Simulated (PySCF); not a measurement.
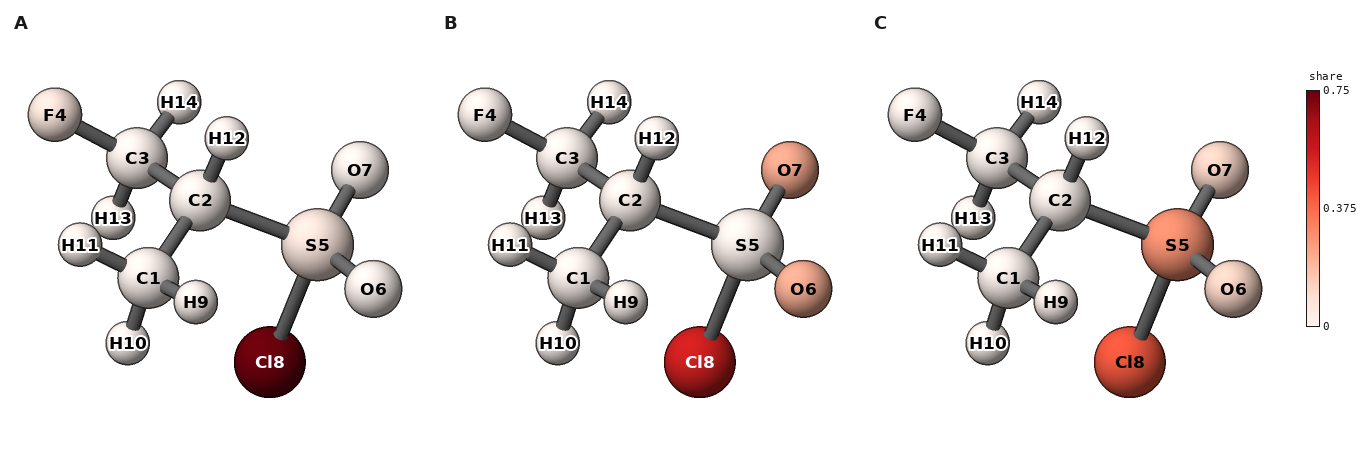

Each panel colours the atoms by their Löwdin share in one orbital (up to four of the largest shares; other atoms are shown as zero). The geometry was computed by an optimisation with PBE0-D3(BJ)/def2-SVP. No frequency run is at hand to confirm it as a minimum. Level of theory: PBE0/def2-SVPD (PySCF 2.14.0).

### The panels show the HOMO−2, HOMO, LUMO, in some order. Which is which?

A: HOMO−2, −9.96 eV; Cl8 0.74, F4 0.05, S5 0.05
B: HOMO, −9.41 eV; Cl8 0.54, O7 0.22, O6 0.21
C: LUMO, −2.27 eV; Cl8 0.41, S5 0.28, O6 0.11, O7 0.11
